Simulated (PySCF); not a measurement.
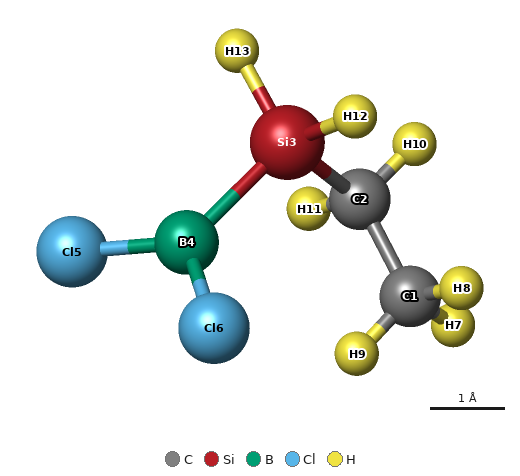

**Figure 1.** The structure as given in the input (ball-and-stick view, seen at a tilt; atoms are numbered from 1 in the order of the input). Bond lengths as drawn: B–Cl 1.75 Å, B–Si 2.02 Å, C–C 1.53 Å, C–H 1.10 Å, C–Si 1.90 Å and H–Si 1.50 Å.

**What a change does: NMR shielding calculation on C2H7BCl2Si**

System: C2H7BCl2Si, SMILES CC[SiH2]B(Cl)Cl.
Method of run 1: GIAO HF/pcSseg-1 NMR shielding, non-relativistic, gas phase (PySCF 2.14.0).

The geometry comes from this level: PBE0-D3(BJ)/def2-SVP. Text and figures count atoms from 1; the logs count them from 0 in places.

**The input, run 1**
```
{"job": {"kind": "nmr", "xc": "HF", "basis": "pcSseg-1", "pop": false}, "charge": 0, "multiplicity": 1}
C     -0.831274     0.564004    -1.078049
C     -0.236340    -0.659318    -0.387280
Si     1.333137    -0.307858     0.617693
B      2.694377     0.523975    -0.626178
Cl     3.736858    -0.483106    -1.609149
Cl     2.783231     2.259307    -0.850582
H     -1.754804     0.311645    -1.622516
H     -1.082260     1.356589    -0.355284
H     -0.132477     1.004314    -1.806872
H     -0.970017    -1.112441     0.301463
H      0.011768    -1.443462    -1.123017
H      1.022891     0.630421     1.743063
H      1.864558    -1.586086     1.187108
```

The first line tells a small driver script what to run in PySCF; the rest is the geometry in Å.

Command:
```bash
OMP_NUM_THREADS=1 python <driver script> task.json out
```

Hardware: 1 CPU thread, shared host.

**Output (run 1)**
```
final grid: 106648 points
cycle   1  E = -1312.3176541294  dE =  7.098e-01  |g| = 4.818e-01  |ddm| = 3.001e+00
cycle   2  E = -1312.3935635676  dE = -7.591e-02  |g| = 2.411e-01  |ddm| = 7.171e-01
cycle   3  E = -1312.4104870269  dE = -1.692e-02  |g| = 5.720e-02  |ddm| = 2.790e-01
cycle   4  E = -1312.4121769765  dE = -1.690e-03  |g| = 8.606e-03  |ddm| = 1.114e-01
cycle   5  E = -1312.4122293618  dE = -5.239e-05  |g| = 2.647e-03  |ddm| = 2.245e-02
cycle   6  E = -1312.4122352262  dE = -5.864e-06  |g| = 8.497e-04  |ddm| = 8.054e-03
cycle   7  E = -1312.4122357547  dE = -5.285e-07  |g| = 3.067e-04  |ddm| = 2.253e-03
cycle   8  E = -1312.4122358226  dE = -6.782e-08  |g| = 8.553e-05  |ddm| = 8.429e-04
cycle   9  E = -1312.4122358280  dE = -5.468e-09  |g| = 2.339e-05  |ddm| = 2.302e-04
cycle  10  E = -1312.4122358285  dE = -5.075e-10  |g| = 7.070e-06  |ddm| = 6.920e-05
converged SCF energy = -1312.4122358285

GIAO shielding tensors (ppm)
atom      isotropic    diamagn.    paramagn.     s11        s22        s33       span
  0 C      179.681     244.919     -65.238    174.031    176.186    188.826     14.795
  1 C      190.614     251.367     -60.753    180.774    193.301    197.768     16.995
  2 Si     441.180     875.042    -433.862    428.315    438.374    456.851     28.537
  3 B       36.058     195.319    -159.260    -39.011     42.217    104.969    143.981
  4 Cl     682.235    1146.945    -464.710    311.116    787.606    947.983    636.867
  5 Cl     671.531    1147.525    -475.993    288.567    783.889    942.139    653.572
  6 H       30.239      28.970       1.269     24.775     27.414     38.527     13.752
  7 H       30.629      30.200       0.429     26.584     28.376     36.927     10.343
  8 H       30.955      30.269       0.686     25.738     30.728     36.400     10.662
  9 H       31.034      31.347      -0.313     25.697     28.479     38.926     13.229
 10 H       31.167      30.959       0.208     26.910     28.799     37.791     10.881
 11 H       28.033      28.423      -0.390     25.066     26.257     32.777      7.711
 12 H       27.983      28.462      -0.479     24.624     26.185     33.141      8.516
```

For run 2 the input was changed thus:
```diff
-"xc": "HF"
+"xc": "KT2"
```

Predict how the results change.

The total energies belong to different methods, so their difference says nothing on which is more stable or more accurate. The HOMO goes from −11.12 to −6.97 eV. The LUMO goes from 1.46 to −2.98 eV. The dipole moment goes from 1.50 to 1.27 D. Of all shieldings, the largest change is that of Cl6, by −153.0 ppm. The method changes from HF to KT2. Exact exchange removes part of the self-interaction error of semilocal functionals, which pushes filled and empty levels apart. The SCF takes 14 iterations against 10.

**Output (run 2)**
```
coarse grid: 12472 points
cycle   1  E = -1326.3151508456  dE =  2.849e-01  |g| = 4.992e-01  |ddm| = 3.178e+00
cycle   2  E = -1326.2136292346  dE =  1.015e-01  |g| = 7.678e-01  |ddm| = 1.241e+00
cycle   3  E = -1326.3743030284  dE = -1.607e-01  |g| = 1.206e-01  |ddm| = 8.663e-01
cycle   4  E = -1326.3786215330  dE = -4.319e-03  |g| = 2.865e-02  |ddm| = 1.733e-01
cycle   5  E = -1326.3788172504  dE = -1.957e-04  |g| = 1.269e-02  |ddm| = 3.920e-02
cycle   6  E = -1326.3788584442  dE = -4.119e-05  |g| = 3.188e-03  |ddm| = 1.457e-02
cycle   7  E = -1326.3788610559  dE = -2.612e-06  |g| = 9.623e-04  |ddm| = 3.927e-03
final grid: 106648 points
cycle   8  E = -1326.4142004537  dE = -1.307e-04  |g| = 2.637e-02  |ddm| = 4.096e-02
cycle   9  E = -1326.4140083277  dE =  1.921e-04  |g| = 3.402e-02  |ddm| = 5.012e-02
cycle  10  E = -1326.4142841183  dE = -2.758e-04  |g| = 8.047e-03  |ddm| = 3.911e-02
cycle  11  E = -1326.4143028022  dE = -1.868e-05  |g| = 1.380e-03  |ddm| = 9.014e-03
cycle  12  E = -1326.4143033462  dE = -5.440e-07  |g| = 3.862e-04  |ddm| = 1.922e-03
cycle  13  E = -1326.4143033880  dE = -4.178e-08  |g| = 5.105e-05  |ddm| = 4.424e-04
cycle  14  E = -1326.4143033886  dE = -6.507e-10  |g| = 1.357e-05  |ddm| = 6.194e-05
converged SCF energy = -1326.4143033886

GIAO shielding tensors (ppm)
atom      isotropic    diamagn.    paramagn.     s11        s22        s33       span
  0 C      169.029     247.738     -78.708    160.815    163.459    182.814     21.999
  1 C      176.939     251.508     -74.569    168.772    175.905    186.139     17.367
  2 Si     418.900     882.440    -463.540    401.889    414.771    440.040     38.150
  3 B       28.391     198.662    -170.270    -34.679     30.154     89.700    124.379
  4 Cl     537.942    1149.007    -611.065    161.708    599.245    852.874    691.166
  5 Cl     518.579    1149.648    -631.069    118.674    591.621    845.443    726.769
  6 H       29.743      28.670       1.072     24.694     27.212     37.321     12.627
  7 H       30.082      30.405      -0.323     26.526     28.104     35.616      9.090
  8 H       30.294      30.256       0.039     25.635     30.399     34.849      9.214
  9 H       30.130      30.912      -0.782     25.142     28.186     37.063     11.921
 10 H       30.209      30.499      -0.291     26.213     28.469     35.944      9.731
 11 H       27.284      28.618      -1.334     24.410     25.705     31.738      7.328
 12 H       27.139      28.474      -1.335     23.963     25.492     31.961      7.998
```

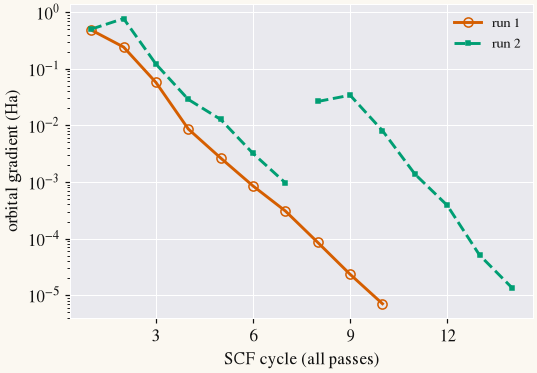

**Figure 2.** Convergence of the two runs: orbital gradient against the SCF cycle. A break in a curve parts two SCF passes (coarse and final grid). Run 1 takes 10 cycles in all, and run 2 takes 14.

**The two runs side by side**

```csv
quantity,run 1,run 2
outcome,converged,converged
total energy (hartree),−1312.412236,−1326.414303
HOMO (eV),−11.12,−6.97
LUMO (eV),1.46,−2.98
dipole moment (D),1.50,1.27
shielding of C1 (ppm),179.7,169.0
shielding of C2 (ppm),190.6,176.9
shielding of Si3 (ppm),441.2,418.9
shielding of B4 (ppm),36.1,28.4
shielding of Cl5 (ppm),682.2,537.9
shielding of Cl6 (ppm),671.5,518.6
shielding of H11 (ppm),31.2,30.2
SCF iterations,10,14
basis functions,158,158
wall time (shared host),9.3 s,23 s
```
